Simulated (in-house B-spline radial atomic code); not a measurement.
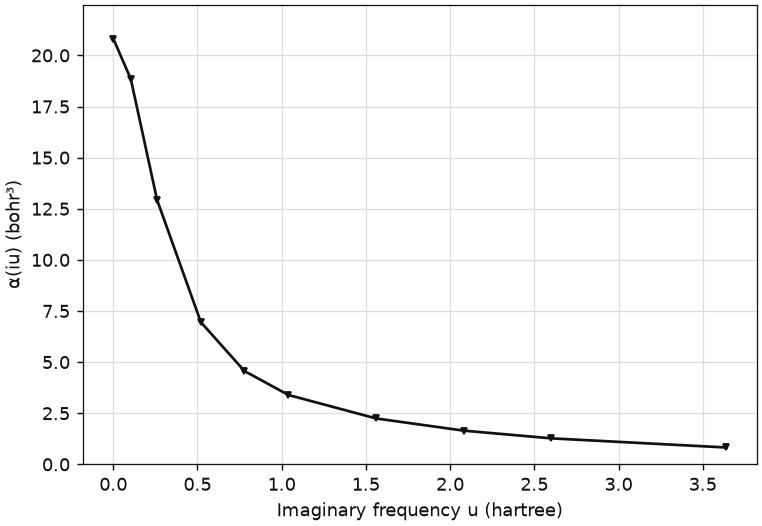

Dipole polarisability at imaginary frequency of Sn²⁺, [Kr] 4d¹⁰ 5s². Relativistic RPA on Dirac–Hartree–Fock, no-pair Dirac–Coulomb, finite nucleus, computed with a B-spline radial code. Speed of light scaled by 100.

Question: What follows from the curve?

Answer: The static dipole polarisability is 20.8 bohr³; α(iu) falls to half of it near u = 0.35 hartree. The Casimir–Polder integral gives C₆ = 122 hartree bohr⁶ for two such species.

Limits of the model: RPA puts the weak triplet-like excitations of an outer s2 shell too low.
